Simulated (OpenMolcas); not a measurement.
## Run report: HfCl₄, single-point calculation

HfCl₄, computed with PBEsol/def2-TZVP, RKS (OpenMolcas 26.06).

The geometry comes from this level: GFN2-xTB.

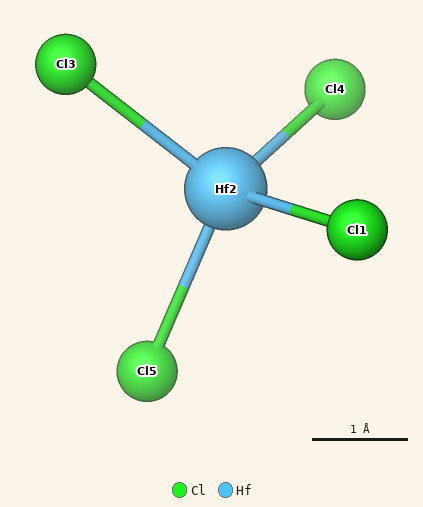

*The input geometry (ball-and-stick view, seen at a tilt; atoms are numbered from 1 in the order of the input). Sticks mark near contacts.*

Bond lengths as drawn: Cl–Hf 2.24 Å.

## Summary

- outcome: converged
- total energy: −1885.649110 hartree
- basis functions: 188
- HOMO: −8.32 eV
- LUMO: −2.55 eV
- dipole moment: 0.03 debye
- hardware: 1 thread of Arm Neoverse V2, 24 GiB of memory available, shared host
- wall time: 18 s
- peak memory: 0.37 GiB

## Input
```
&GATEWAY
 BasLib
 $CurrDir
 Coord
 geom.xyz
 Basis
 def2-TZVP
 Group
 NoSym
 RICD

&SEWARD

&SCF
 KSDFT
 PBEsol
 Thresholds
 1e-07 0.0001 0.0001 0.001
 PrOrbitals
 1 1
```

## File geom.xyz
```
5

Cl    -0.057170    -0.213390     2.234060
Hf     0.006030    -0.001590     0.001300
Cl     1.461700    -1.473280    -0.863660
Cl    -2.043140    -0.394480    -0.826390
Cl     0.632590     2.082740    -0.545310
```

Launched with:
```bash
export MOLCAS_MEM=1860
pymolcas job.input > job.log
```

## The program's output
```
--- Start Module: gateway ---

                                              &GATEWAY

                       available to each process: 1.9 GB of memory, 1 thread

 Basis Set     1 Label: CL.DEF2-TZVP
 Basis set is read from library:.
 basistype.tbl is not found

 Basis Set     2 Label: HF.DEF2-TZVP
 Basis set is read from library:.
 basistype.tbl is not found

 Basis Set     3 Label: CL.DEF2-TZVP
 Basis set is read from library:.
 basistype.tbl is not found

++    Symmetry information:
      ---------------------

                    Character Table for C1

                             E
                    a        1  x, y, xy, Rz, z, xz, Ry, yz, Rx, I
--

++    Basis set information:
      ----------------------

      Basis set label: CL.DEF2-TZVP.........

      Electronic valence basis set:
      ------------------
      Associated Effective Charge  17.000000 au
      Associated Actual Charge     17.000000 au
      Nuclear Model: Point charge

      Shell  nPrim  nBasis  Cartesian Spherical Contaminant
         s      14       5        X
         p       9       5        X
         d       3       2                 X
         f       1       1                 X

      Basis set label: HF.DEF2-TZVP....ECP.....

      Electronic valence basis set:
      ------------------
      Associated Effective Charge  12.000000 au
      Associated Actual Charge     72.000000 au
      Nuclear Model: Point charge

      Shell  nPrim  nBasis  Cartesian Spherical Contaminant
         s       9       6        X
         p       7       4        X
         d       5       3                 X
         f       1       1                 X

      Pseudo Potential specification:
      =======================================

      Number of Core Electrons:  60

      Potential  nTerms
           H       1
         s-H       3
         p-H       3
         d-H       3

      Effective Core Potential specification:
      =======================================

      Basis set label: CL.DEF2-TZVP.........

      Electronic valence basis set:
      ------------------
      Associated Effective Charge  17.000000 au
      Associated Actual Charge     17.000000 au
      Nuclear Model: Point charge

      Shell  nPrim  nBasis  Cartesian Spherical Contaminant
         s      14       5        X
         p       9       5        X
         d       3       2                 X
         f       1       1                 X
--

++    Molecular structure info:
      -------------------------

                    ************************************************
                    **** Cartesian Coordinates / bohr, angstrom ****
                    ************************************************

     Center  Label                x              y              z                     x              y              z
        1      CL1             -0.108036      -0.403249       4.221762             -0.057170      -0.213390       2.234060
        2      HF2              0.011395      -0.003005       0.002457              0.006030      -0.001590       0.001300
        3      CL3              2.762213      -2.784096      -1.632081              1.461700      -1.473280      -0.863660
        4      CL4             -3.860975      -0.745459      -1.561651             -2.043140      -0.394480      -0.826390
        5      CL5              1.195422       3.935808      -1.030487              0.632590       2.082740      -0.545310

                    ***************************************
                    *    InterNuclear Distances / bohr    *
                    ***************************************

               1 CL1           2 HF2           3 CL3           4 CL4           5 CL5
    1 CL1      0.000000
    2 HF2      4.239928        0.000000
    3 CL3      6.940766        4.239478        0.000000
    4 CL4      6.902863        4.241806        6.930196        0.000000
    5 CL5      6.936319        4.240653        6.926316        6.911118        0.000000

                    *******************************************
                    *    InterNuclear Distances / angstrom    *
                    *******************************************

               1 CL1           2 HF2           3 CL3           4 CL4           5 CL5
    1 CL1      0.000000
    2 HF2      2.243673        0.000000
    3 CL3      3.672895        2.243435        0.000000
    4 CL4      3.652838        2.244667        3.667302        0.000000
    5 CL5      3.670542        2.244057        3.665249        3.657206        0.000000
--

            Nuclear Potential Energy            442.84431867 au

--- Stop Module: gateway /rc=_RC_ALL_IS_WELL_ ---

--- Start Module: seward ---

                                              &SEWARD

                       available to each process: 1.9 GB of memory, 1 thread

               SEWARD will generate:
                  Multipole Moment integrals up to order  2
                  Kinetic Energy integrals
                  Nuclear Attraction integrals (point charge)
                  One-Electron Hamiltonian integrals modified with ECP contributions
                  Velocity integrals
                  Pseudo Potential integrals
                  Orbital angular momentum around (  0.0052  -0.0014   0.0011 )
                  Velocity quadrupole around (  0.0052  -0.0014   0.0011 )
                  RI decomposed two-electron repulsion integrals stored Cholesky style
                   - acCD auxiliary basis
                   - CD Threshold:   1.00E-04

                   Integrals are discarded if absolute value <: 1.00E-14
                   Integral cutoff threshold is set to       <: 1.00E-16

            Nuclear Potential Energy            442.84431867 au

      Basis set specifications :
      Symmetry species         a
      Basis functions          188

--- Stop Module: seward /rc=_RC_ALL_IS_WELL_ ---
--- Module seward spent 6 seconds ---

--- Start Module: scf ---

                                                &SCF

                       available to each process: 1.9 GB of memory, 1 thread

++    Input section:
      --------------

      Header of the integral files:

      Cartesian coordinates in angstrom:
      -----------------------------------------------------
      No.  Label        X            Y            Z
      -----------------------------------------------------
       1   CL1       -0.05717000  -0.21339000   2.23406000
       2   HF2        0.00603000  -0.00159000   0.00130000
       3   CL3        1.46170000  -1.47328000  -0.86366000
       4   CL4       -2.04314000  -0.39448000  -0.82639000
       5   CL5        0.63259000   2.08274000  -0.54531000
      -----------------------------------------------------
      Nuclear repulsion energy =  442.84431867
--

++    Orbital specifications:
      -----------------------

      Symmetry species               1
                                     a
      Frozen orbitals                0
      Occupied orbitals             40
      Secondary orbitals           148
      Deleted orbitals               0
      Total number of orbitals     188
      Number of basis functions    188
--

      Molecular charge                           0.000

      Numerical integration parameters
      --------------------------------
      Radial quadrature type:                         MHL
      Size of radial grid:                            75
      Lebedev angular grid:                           29
      Angular grid pruned with the crowding factor:  3.00E+00
                                 and fading factor:  6.00E+00
      Screening threshold for integral computation:   1.00E-11
      Radial quadrature accuracy:                     1.00E-25
      Maximum batch size:                             128
      AO values are stored on disk
      The same grid will be used for all iterations.

      DFT functional specifications
      -----------------------------
      Using Libxc version: 6.2.2
      Please cite the following reference:
      S. Lehtola, C. Steigemann, M. J.T. Oliveira, and M. A.L. Marques.,  SoftwareX 7, 1–5 (2018) doi:10.1016/j.softx.2017.11.002

      * Perdew, Burke & Ernzerhof SOL
      * Perdew, Burke & Ernzerhof SOL

++    Optimization specifications:
      ----------------------------

      SCF Algorithm: LK-RI/DF
      LK screening threshold:                     4.50E-02
      Local-Exchange (LK) algorithm.
       - the density matrix is decomposed
      D(i)-D(i-1) density differences are used
      Number of density matrices in core                 5
      Maximum number of NDDO SCF iterations            400
      Maximum number of HF SCF iterations              400
      Threshold for SCF energy change             1.00E-07
      Threshold for density matrix                1.00E-04
      Threshold for Fock matrix                   1.00E-04
      Threshold for linear dependence             1.00E-09
      Threshold at which DIIS is turned on        1.50E-01
      Maximum depth in the DIIS procedure                5
      Maximum depth in the BFGS Hessian update          30
      Threshold at which QNR/C2DIIS is turned on  7.50E-02
      Threshold for Norm(delta) (QNR/C2DIIS)      1.00E-03
      All orbitals punched on: SCFORB
--

      Input vectors read from INPORB
      Orbital file label: *Guess orbitals

++ Convergence information
                                   PBESOL     iterations: Energy and convergence statistics

Iter     Tot. PBESOL     One-elec.       Two-elec.     Energy      Max Dij or  Max Fij      DNorm      TNorm      AccCon     Time
         Energy          Energy          Energy        Change      Delta Norm                                                in Sec.

 The total and one-electron energies are shifted by a value of      1000. a.u.

   1  -867.167619853 -2599.701092502  1289.689153975   0.00E+00    8.56E-01*   1.67E+01*    1.32E+01   4.22E+02   None         1.
   2  -882.666183186 -2625.371688597  1299.861186736  -1.55E+01*   7.72E-01*   5.62E-01*    6.83E+00   4.25E+02   EDIIS        1.
   3  -877.611446984 -2608.920832028  1288.465066370   5.05E+00*   3.05E-01*   1.89E-01*    7.88E+00   4.20E+02   EDIIS        1.
   4  -884.913728638 -2622.580008212  1294.821960900  -7.30E+00*   2.36E-01*   6.32E-02*    3.02E+00   4.23E+02   EDIIS        1.
   5  -885.547686484 -2617.619657711  1289.227652552  -6.34E-01*   2.35E-01*   4.96E-02*    1.42E+00   4.23E+02   EDIIS        1.
   6  -885.544875109 -2622.522136306  1294.132942523   2.81E-03*   1.23E-02*   2.18E-02*    8.04E-01   4.23E+02   EDIIS        1.
   7  -885.648675569 -2620.992519872  1292.499525628  -1.04E-01*   1.29E-02*   4.18E-03*    1.07E-01   4.23E+02   c2DIIS       1.
   8  -885.648451954 -2619.939257276  1291.446486647   2.24E-04*   4.26E-02*   4.90E-03*    8.64E-02   4.23E+02   QNRc2DIIS    1.
   9  -885.646803315 -2621.118669663  1292.627547674   1.65E-03*   3.18E-02*   1.13E-02*    1.32E-01   4.23E+02   QNRc2DIIS    1.
  10  -885.648933162 -2620.775821034  1292.282569198  -2.13E-03*   7.89E-03*   2.30E-03*    9.48E-02   4.23E+02   QNRc2DIIS    1.
  11  -885.649109650 -2620.483361122  1291.989932797  -1.76E-04*   2.19E-04    4.96E-05     2.83E-02   4.23E+02   QNRc2DIIS    1.
  12  -885.649109784 -2620.492520741  1291.999092282  -1.34E-07*   1.23E-05    1.33E-05     1.00E-03   4.23E+02   QNRc2DIIS    1.
  13  -885.649109786 -2620.492437911  1291.999009451  -1.86E-09    5.19E-05    1.12E-05     5.30E-05   4.23E+02   QNRc2DIIS    1.

       Convergence after  13 Iterations
--

 *****************************************************************************************************************************
 *                                             SCF/KS-DFT Program, Final results                                             *
 *                                                       Final Results                                                       *
 *****************************************************************************************************************************

::    Total KS-DFT energy                           -1885.6491097857
      One-electron energy                           -3620.4924379109
      Two-electron energy                            1291.9990094508
      Nuclear repulsion energy                        442.8443186744
      Kinetic energy (interpolated)                  1854.2432401563
      Virial theorem                                    1.0169372976
      Total spin, S(S+1)                                0.0000000000
      Total spin, S                                     0.0000000000
      Max non-diagonal density matrix element           0.0000403212
      Max non-diagonal Fock matrix element              0.0000061031

      All orbitals with orbital energies smaller than  E(LUMO)+0.5 are printed

++    Molecular orbitals:
      -------------------

      Title: RKS-DFT orbitals

      Molecular orbitals for symmetry species 1: a

          Orbital            1         2         3         4         5         6         7         8         9        10
          Energy         -100.5006 -100.5005 -100.5005 -100.5003   -9.1705   -9.1704   -9.1704   -9.1702   -6.9985   -6.9984
          Occ. No.          2.0000    2.0000    2.0000    2.0000    2.0000    2.0000    2.0000    2.0000    2.0000    2.0000

          Orbital           11        12        13        14        15        16        17        18        19        20
          Energy           -6.9984   -6.9982   -6.9971   -6.9971   -6.9971   -6.9971   -6.9970   -6.9970   -6.9969   -6.9969
          Occ. No.          2.0000    2.0000    2.0000    2.0000    2.0000    2.0000    2.0000    2.0000    2.0000    2.0000

          Orbital           21        22        23        24        25        26        27        28        29        30
          Energy           -2.3830   -1.2777   -1.2777   -1.2776   -0.7647   -0.7493   -0.7492   -0.7491   -0.3770   -0.3572
          Occ. No.          2.0000    2.0000    2.0000    2.0000    2.0000    2.0000    2.0000    2.0000    2.0000    2.0000

          Orbital           31        32        33        34        35        36        37        38        39        40
          Energy           -0.3571   -0.3569   -0.3479   -0.3476   -0.3258   -0.3258   -0.3257   -0.3063   -0.3061   -0.3059
          Occ. No.          2.0000    2.0000    2.0000    2.0000    2.0000    2.0000    2.0000    2.0000    2.0000    2.0000

          Orbital           41        42        43        44        45        46        47        48        49        50
          Energy           -0.0938   -0.0936   -0.0646   -0.0642   -0.0640   -0.0289    0.0832    0.0834    0.0836    0.1122
          Occ. No.          0.0000    0.0000    0.0000    0.0000    0.0000    0.0000    0.0000    0.0000    0.0000    0.0000

          Orbital           51        52        53        54        55        56        57        58        59        60
          Energy            0.1268    0.1272    0.1275    0.1688    0.1694    0.2457    0.2775    0.2775    0.2776    0.2820
          Occ. No.          0.0000    0.0000    0.0000    0.0000    0.0000    0.0000    0.0000    0.0000    0.0000    0.0000

          Orbital           61        62        63        64        65        66        67        68        69        70
          Energy            0.2821    0.2824    0.2831    0.2835    0.2837    0.3398    0.3399    0.3425    0.3428    0.3431
          Occ. No.          0.0000    0.0000    0.0000    0.0000    0.0000    0.0000    0.0000    0.0000    0.0000    0.0000

          Orbital           71        72        73        74        75
          Energy            0.3674    0.3680    0.3687    0.3749    0.3750
          Occ. No.          0.0000    0.0000    0.0000    0.0000    0.0000

--

++    Molecular charges:
      ------------------

      Mulliken charges per centre and basis function type
      ---------------------------------------------------

                CL1     HF2     CL3     CL4     CL5
      1s       5.9361  2.4139  5.9361  5.9362  5.9361
      2px      3.8093  2.1228  3.7393  3.6697  3.7967
      2pz      3.6443  2.1229  3.7847  3.7871  3.7996
      2py      3.8081  2.1229  3.7380  3.8046  3.6655
      3d2+     0.0005  0.4423  0.0070  0.0071  0.0077
      3d1+     0.0080  0.4153  0.0047  0.0078  0.0014
      3d0      0.0107  0.4667  0.0042  0.0041  0.0035
      3d1-     0.0080  0.4045  0.0048  0.0016  0.0074
      3d2-     0.0004  0.4339  0.0070  0.0070  0.0076
      4f3+     0.0000  0.0213  0.0004  0.0005  0.0005
      4f2+     0.0000  0.0169  0.0002  0.0004  0.0003
      4f1+     0.0005  0.0252  0.0002  0.0004  0.0001
      4f0      0.0010  0.0195  0.0002  0.0002  0.0002
      4f1-     0.0006  0.0228  0.0002  0.0000  0.0004
      4f2-     0.0000  0.0156  0.0005  0.0002  0.0002
      4f3-     0.0000  0.0230  0.0004  0.0004  0.0005
      Total   17.2276 11.0896 17.2279 17.2273 17.2277

      N-E     -0.2276  0.9104 -0.2279 -0.2273 -0.2277

      Total electronic charge=   80.000000

      Total            charge=   -0.000000
--

++    Molecular properties:
      ---------------------

      Charge (e):
                      =   -0.0000
      Dipole Moment (debye):
      Origin of the operator (angstrom)=    0.0027   -0.0007    0.0006
                   X=  2.8955E-02               Y= -8.0082E-03               Z=  7.0814E-03           Total=  3.0865E-02
      Quadrupole Moment (debye*angstrom):
      Origin of the operator (angstrom)=    0.0027   -0.0007    0.0006
                  XX= -7.3906E+01              XY=  1.2205E-02              XZ=  2.7161E-02              YY= -7.3911E+01
                  YZ=  6.0788E-03              ZZ= -7.3912E+01
      In traceless form (debye*angstrom)
                  XX=  4.7293E-03              XY=  1.8307E-02              XZ=  4.0741E-02              YY= -1.8583E-03
                  YZ=  9.1182E-03              ZZ= -2.8709E-03
--

--- Stop Module: scf /rc=_RC_ALL_IS_WELL_ ---
--- Module scf spent 9 seconds ---

.##################.
.# Happy landing! #.
.##################.

    Timing: Wall=17.41 User=15.73 System=1.67
```

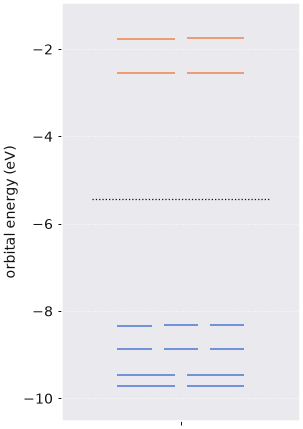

*Orbital energies near the frontier; the dotted line parts filled from empty levels, and levels within 0.02 eV of each other stand side by side.*

Highest filled −8.32 eV, lowest empty −2.55 eV, 5.77 eV apart.

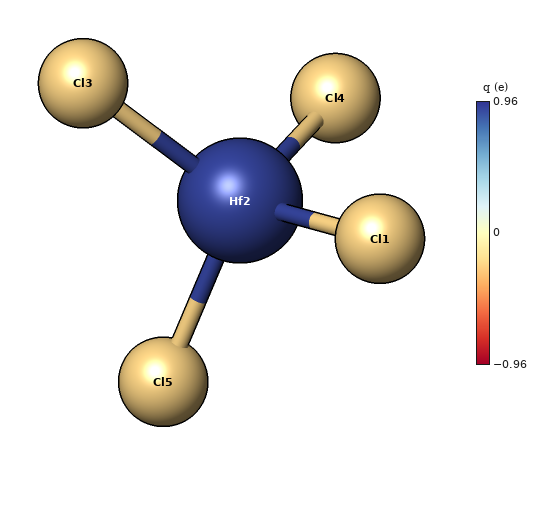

*Mulliken charges, as the colour of each atom (ball-and-stick view, seen at a tilt; atoms are numbered from 1 in the order of the input).*

By element: Cl −0.23 and Hf +0.91 e.
